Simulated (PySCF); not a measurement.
```xyz
2

Fe    0.0000    0.0000   -0.7318
S     0.0000    0.0000    1.2802
```

⟨S²⟩ = 6.07, above the pure value of 6.00.

All numbers below come from PySCF 2.14.0, PBE0/x2c-TZVPPall, spin-free X2C-1e, Gaussian nucleus, at a bond length of 2.012 Å.

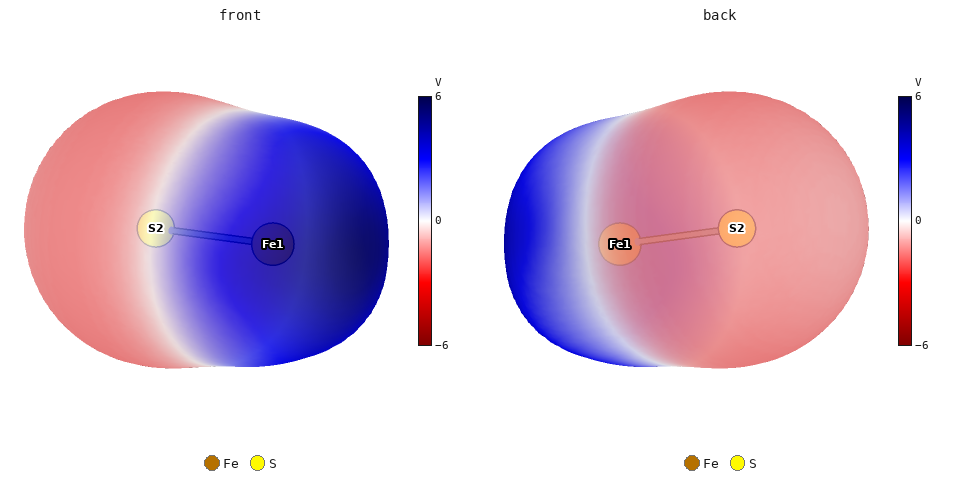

FeS (quintet). The electrostatic potential painted on the density surface at 0.004 e/bohr³, seen from the front and from behind; the colour scale runs from red (negative) to blue (positive).

### Where is the surface potential most negative and most positive?

The most negative region (about −1.4 V) lies over S2, the most positive (about +5.8 V) over Fe1.
